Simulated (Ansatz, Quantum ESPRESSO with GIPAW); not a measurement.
# Shieldings and field gradients in Al2O3 (Corundum), part 2 of 2

Wanted: NMR shieldings and quadrupolar couplings for each site of Al2O3 (Corundum).

Solid-state NMR of this phase has given these values. 27Al quadrupolar coupling 2.38 MHz and 27Al asymmetry η_Q 0, in “\it Ab initio 27Al NMR chemical shifts and quadrupolar parameters for Al2O3 phases and their precursors” (2011; arXiv:1110.0231), quoting earlier work. 27Al quadrupolar coupling 2.4 MHz, in “NMR spectroscopy of electroceramics – Applications to lead-free perovskite oxides” (Groszewicz, Open Ceramics 5, 100083, 2021), quoting earlier work. 17O quadrupolar coupling 2.17 MHz, in “Synthesis and multinuclear magnetic resonance studies of some nitrogen-containing ceramic phases” (Leach, Durham University PhD thesis, 1990), quoting earlier work. Signs of C_Q are not measured.

Quantum ESPRESSO with GIPAW; PBE.

So far. Step 3 (GIPAW: job nmr): An axis of order three or more runs through Al, so two principal values coincide and the skew is ±1. In this run the largest span is that of Al (site symmetry 3), with principal values 525.1, 537.1 and 537.1 ppm.

## Step 4: Quadrupolar couplings

Level of this step: DFT, PBE, plane-wave PAW, default files, scalar-relativistic, field gradients (Ansatz).

27Al and 17O have a quadrupole moment, which couples to the field gradient and broadens the lines. The gradient is a property of the ground-state density and needs no response; it is taken from a second code that counts the whole PAW charge. C_Q = eQV_zz/h, with Q = 0.1466 barn for 27Al, -0.02558 barn for 17O.

This step: DFT, PBE, plane-wave PAW, default files (PAW set soft_2), scalar-relativistic, field gradients (Ansatz 0.2.0), on the same atoms.

File input.yaml:

```yaml
crystal:
  lattice:
    - [2.38025, 1.3742379782, 4.3318666667]
    - [-2.38025, 1.3742379782, 4.3318666667]
    - [0.0, -2.7484759565, 4.3318666667]
  atoms:
    - { symbol: Al, position: [0.85216, 0.85216, 0.85216] }
    - { symbol: Al, position: [0.64784, 0.64784, 0.64784] }
    - { symbol: Al, position: [0.14784, 0.14784, 0.14784] }
    - { symbol: Al, position: [0.35216, 0.35216, 0.35216] }
    - { symbol: O, position: [0.05668, 0.75, 0.44332] }
    - { symbol: O, position: [0.75, 0.44332, 0.05668] }
    - { symbol: O, position: [0.44332, 0.05668, 0.75] }
    - { symbol: O, position: [0.94332, 0.25, 0.55668] }
    - { symbol: O, position: [0.25, 0.55668, 0.94332] }
    - { symbol: O, position: [0.55668, 0.94332, 0.25] }
kpoints:
  mp_grid: { grid: [4, 4, 4] }
scf:
  occupations: { method: fixed }
hamiltonian:
  xc: pbe
  pseudopotentials: { kind: paw, frozen_core: stored }
output:
  forces: false
  stress: false
  efg: { quadrupole_moments_barn: { Al: 0.1466, O: -0.02558 } }
```

Command:

```
$ ansatz run input.yaml --threads 4 --pin off --max-ram 8192MiB --backend cpu --events-out ev --progress --plain --runs-dir out
```

Output:

```text
[... set-up, SCF cycles and energies left out ...]
--- PAW observables at the nuclei: V_zz in 10²¹ V/m², potentials from the cell's mean, atoms counted from 1 ---
  atom   1  Al V_zz =    +0.593569   η = 0.0000   by run symmetry: allowed   C_q = +2.1041 MHz
  atom   2  Al V_zz =    +0.593569   η = 0.0000   by run symmetry: allowed   C_q = +2.1041 MHz
  atom   3  Al V_zz =    +0.593569   η = 0.0000   by run symmetry: allowed   C_q = +2.1041 MHz
  atom   4  Al V_zz =    +0.593569   η = 0.0000   by run symmetry: allowed   C_q = +2.1041 MHz
  atom   5  O  V_zz =    -3.994608   η = 0.5077   by run symmetry: allowed   C_q = +2.4708 MHz
  atom   6  O  V_zz =    -3.994608   η = 0.5077   by run symmetry: allowed   C_q = +2.4708 MHz
  atom   7  O  V_zz =    -3.994608   η = 0.5077   by run symmetry: allowed   C_q = +2.4708 MHz
  atom   8  O  V_zz =    -3.994608   η = 0.5077   by run symmetry: allowed   C_q = +2.4708 MHz
  atom   9  O  V_zz =    -3.994608   η = 0.5077   by run symmetry: allowed   C_q = +2.4708 MHz
  atom  10  O  V_zz =    -3.994608   η = 0.5077   by run symmetry: allowed   C_q = +2.4708 MHz
[the lines on potentials at the nuclei are left out]
```

Elapsed: 0.5 s, on 4 threads of Intel Xeon at 2.60GHz (Ice Lake), shared host; peak memory 0.38 GiB; 1.4 s of CPU time.

Among nuclei of half-integer spin the second-order effect is largest for 17O on O (spin 5/2, C_Q 2.47 MHz): at 9.4 T it moves the centre of gravity of the MAS line by -14 ppm from δ_iso, and by a quarter of that at twice the field, by δ_Q = −(3/40)(C_Q/ν0)²(1 + η²/3)[I(I+1) − 3/4]/[I²(2I−1)²] × 10⁶ ppm with ν0 = 54.3 MHz.

## Step 5: From shieldings to shifts

Covalently bonded atoms count as neighbours within 1.18 times the sum of their radii. Otherwise a cation's neighbours lie within 1.2 times its shortest bond (1.3 for large cations, each anion's radius taken off where they differ), and an anion's are the cations that count it.

| site | atom no. | atoms in cell | surroundings | bonds (Å) | σ_iso (ppm) | C_Q (MHz) | η_Q |
| --- | --- | --- | --- | --- | --- | --- | --- |
| Al | 1 | 4 | AlO6 | 1.85 to 1.97 | 533.1 | 2.10 | 0.00 |
| O | 5 | 6 | bound to Al4 | 1.85 to 1.97 | 168.3 | 2.47 | 0.51 |

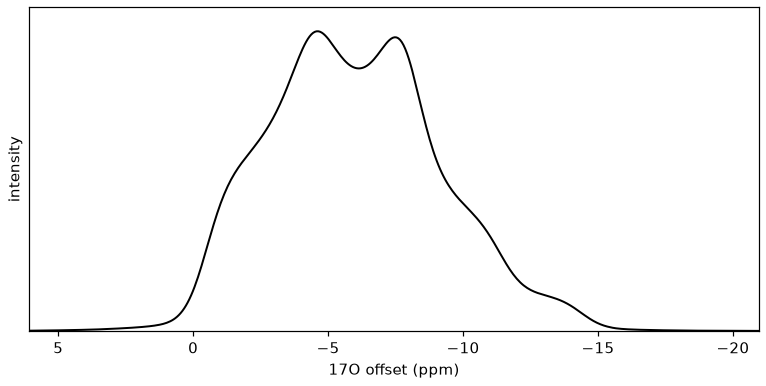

Simulated spectrum: 17O fast MAS, 14.1 T (81.4 MHz), central transition to second order, lines broadened by 1.5 ppm; the axis counts ppm from the isotropic position of O, as −Δσ; rigid lattice, with dipolar and J couplings and satellite transitions left out. Most prominent maxima (ppm: height): -4.6: 1.00, -7.5: 0.98.

## Step 6: Other settings and structures

Each row names what was changed: another mesh tests the sampling of the zone; another functional shows how far the paramagnetic term hangs on the exchange-correlation form; another cutoff tests the basis.

Changes of σ_iso (ppm) against the run above (PBE, cutoffs 55 and 330 Ry, mesh 4×4×4, 18 min). Times are CPU times of pw.x and gipaw.x together, on 4 MPI ranks of Intel Xeon at 2.60GHz (Ice Lake), shared host; on a shared host they are rough.

| run | CPU time | f-sum miss | Al | O |
| --- | --- | --- | --- | --- |
| mesh 5×5×5 | 25 min | 0.0032 | +0.1 | +0.7 |
| LDA | 16 min | 0.0072 | -12.4 | -15.1 |
| cutoffs 40 and 330 Ry (coarse on purpose) | 12 min | 0.044 | +0.1 | -0.3 |

The largest move is -15.1 ppm, on O, from LDA.

## Step 7: Comparison with the measured values

| quantity | site | measured | calculated | difference |
| --- | --- | --- | --- | --- |
| 27Al quadrupolar coupling (MHz) | Al | 2.38 | 2.10 | -0.28 |
| 27Al asymmetry η_Q () | Al | 0 | 0.00 | +0.00 |
| 27Al quadrupolar coupling (MHz) | Al | 2.4 | 2.10 | -0.30 |
| 17O quadrupolar coupling (MHz) | O | 2.17 | 2.47 | +0.30 |

## Step 8: Outcome

- 27Al shielding without shape term: 533.1 ppm
- 27Al size of C_Q: 2.10 MHz
- 17O shielding without shape term: 168.3 ppm
- 17O size of C_Q: 2.47 MHz

**Reading.** 27Al has one site (AlO6), with isotropic shielding 533.1 ppm (shape term left out) and C_Q 2.10 MHz. A shift needs a reference, δ = σ_ref − σ, fixed on measured compounds; for 27Al of this kind at this level too few were at hand, or they scattered too widely about a line, so none is given. The couplings are off by up to 13.9 %. The cause was not traced; the calculation is for static atoms, and field gradients are sensitive to small errors of the structure. Going to mesh 5×5×5 changes no isotropic shielding by more than 0.74 ppm, so the main run is converged in that respect. A higher cutoff was not carried through on these files. The cheaper run with cutoffs 40 and 330 Ry takes about 65 % of the time and is off by 0.067 ppm on Al, and by 0.31 ppm at most. The largest change with the functional is 15.1 ppm in absolute shielding; part of that drops out once each functional has its own reference line. In PBE checks against another PAW code, field gradients made this way came out (cores as stored) 4 to 9 % larger on O (three silicas and corundum) and 6 % smaller on Al (corundum alone). This build of gipaw.x prints that it is not audited and that its numbers are no references by themselves. It also reports spline_ps as false although the input sets it; why was not traced. pw.x warned of eigenvalues not converged in some cycles of 1 ground-state run, which then met the threshold.

[Banner, clock, file and message-heading lines were taken out of the pw.x and gipaw.x logs.]

[Logs are printed without paths, hosts, clocks, repeated set-up lines and the standing remarks that a program may print on its own settings, such as how far it seeks lower states.]

[Hosts, paths, dates, database ids (printed as entryN), source tags and the programs' standing remarks are cut or masked in the printed files.]

[Where no reference line passes its bar on scatter, no shift is given, so a measured shift of this compound may stand uncompared.]
